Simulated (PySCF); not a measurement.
**C2H8AlGaO, SMILES `C[CH2][AlH][O][GaH2]`: what the electrons do**

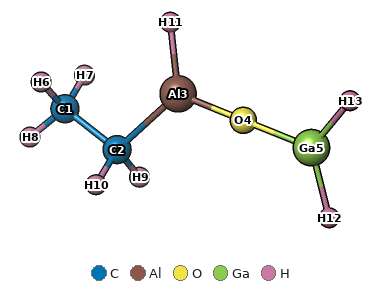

The molecule, with its atoms numbered as below. No frequency check shows the geometry to be a minimum.

Geometry (Å), atoms numbered from 1:

```
C1      -4.0173   -0.0756   -0.0166
C2      -2.6552   -0.7779    0.0360
Al3     -1.2164    0.6094   -0.0065
O4       0.4307    0.2491    0.0022
Ga5      2.1439   -0.1222   -0.0009
H6      -4.1279    0.6103    0.8221
H7      -4.1109    0.5107   -0.9295
H8      -4.8403   -0.7902    0.0162
H9      -2.5769   -1.4843   -0.8030
H10     -2.6032   -1.4032    0.9390
H11     -1.5028    2.1189   -0.0547
H12      2.5480   -1.6142   -0.1662
H13      3.1544    1.0468    0.1560
```

## 1. Excited states

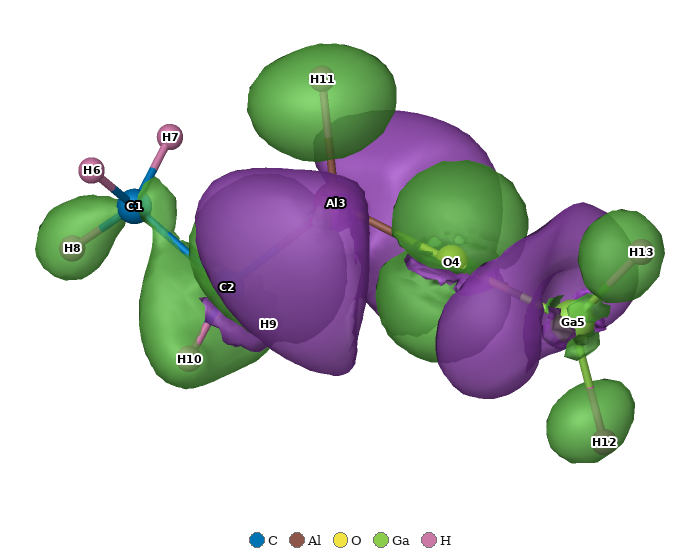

Unrelaxed difference density of T₃ less the ground state (full linear response triplet states), ±0.01 e/Å³; purple: gain, green: loss.

PySCF calculation, ωB97X/def2-SVP, gas phase; geometry: GFN2-xTB. Without diffuse functions Rydberg states are missing, so the states' numbers hold for this basis only.

Question: How does the charge move on excitation?

Answer: 0.66 e is displaced in all, of which about 0.4 e passes between atoms: O4 (0.18 e) and C2 (0.12 e) lose electrons and Al3 (0.24 e) and Ga5 (0.14 e) gain them. The state: 6.34 eV (196 nm), spin-forbidden from the singlet ground state; the leading pair carries 88 %; hole on O4 (28 %), C2 (22 %) and Al3 (15 %), electron on Al3 (39 %), Ga5 (20 %) and O4 (10 %); their centroids lie 0.4 Å apart.

## 2. In an electric field

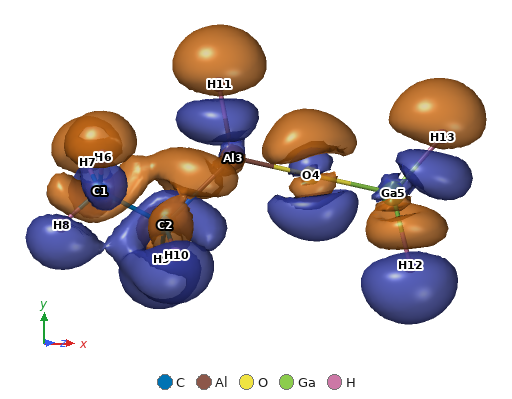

Change of the electron density in a uniform field of 0.10 V/Å, surfaces at ±0.0006 e/Å³ (orange: gain, blue: loss).

Method: HF/def2-SVPD; geometry: GFN2-xTB; program: PySCF.

The field was applied in both directions; the picture shows the one opposite to the script's first.

Question: Along which Cartesian direction does the field point?

Answer: Along −y: electrons gather on the +y side, against the field.

Question: What dipole is induced, and what polarisability does it imply?

Answer: The induced dipole is 0.38 D (along the field); α along this axis, from the fields in both directions, is 74 bohr³ (11.0 Å³).

## 3. Localised orbitals

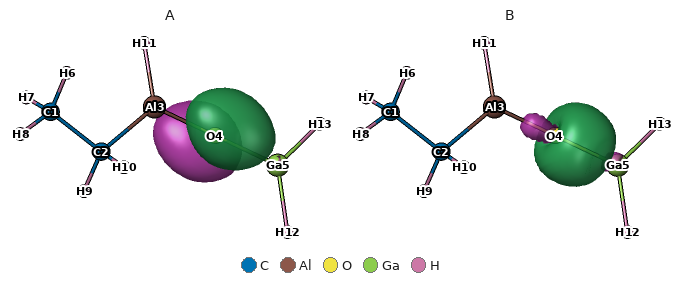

Intrinsic bond orbitals (IBO), occupied; each surface holds about 85 % of the orbital's density. Energies are diagonal elements of the Fock matrix.

PySCF calculation, PBE0/def2-TZVP, gas phase; geometry: GFN2-xTB.

Question: Identify each orbital.

Answer: By panel:
- A: p-type lone pair on O4, partly delocalised onto Ga5 and Al3 (O4 86 %, Ga5 7 %, Al3 6 %; −9.2 eV)
- B: pair mostly on O4, shared in part with Ga5 (O4 80 %, Ga5 19 %; −17.3 eV)

The PySCF runs shown took 17 min, 12 s and 44 s on 1 thread of Intel(R) Xeon(R) Processor @ 2.50GHz (Skylake/Cascade Lake), on a shared host.
